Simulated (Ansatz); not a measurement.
```
K Hg Br
1.0
     5.59179    0.00000    0.00000
     0.00000    5.59179    0.00000
     0.00000    0.00000   17.19756
K Hg Br
4 2 8
Direct
  0.50000 0.50000 0.15256
  0.00000 0.00000 0.65256
  0.00000 0.00000 0.34744
  0.50000 0.50000 0.84744
  0.00000 0.00000 0.00000
  0.50000 0.50000 0.50000
  0.50000 0.00000 0.00000
  0.00000 0.50000 0.50000
  0.00000 0.50000 0.00000
  0.50000 0.00000 0.50000
  0.50000 0.00000 0.25000
  0.00000 0.50000 0.75000
  0.00000 0.50000 0.25000
  0.50000 0.00000 0.75000
```

Space group I4/mmm; a structure generated by program, which may or may not match a known phase.

All numbers below come from DFT PBE, scalar-relativistic, plane waves, PAW (Ansatz).

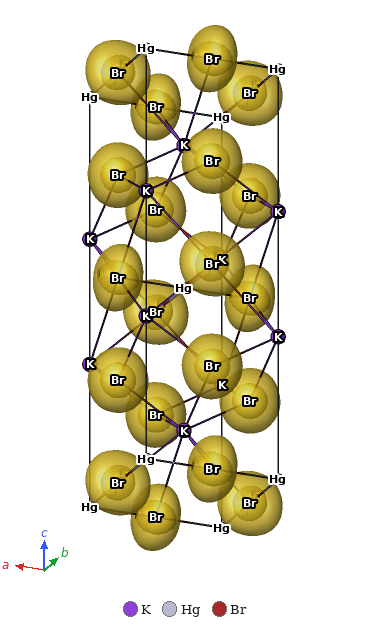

K$_{2}$HgBr$_{4}$. Isosurface of the ELF at 0.8 (yellow), seen at an oblique angle. Only the valence region is drawn (cores and ρ < 0.01 e/Å³ removed). Sticks mark near contacts.

In a PAW calculation such maps are meaningful between the atoms, not at the nuclei.

Describe the localisation domains.

The surface consists of eight regions wrapped around Br (the valence shell of each), counted in one cell of 14 atoms. Regions shared between cells count once. Profiles from the grid: Hg–Br (2.80 Å): the ELF is about 0.25 at the midpoint. K–Br (3.26 Å): the ELF is about 0.15 at the midpoint (no localised pair shows between them).
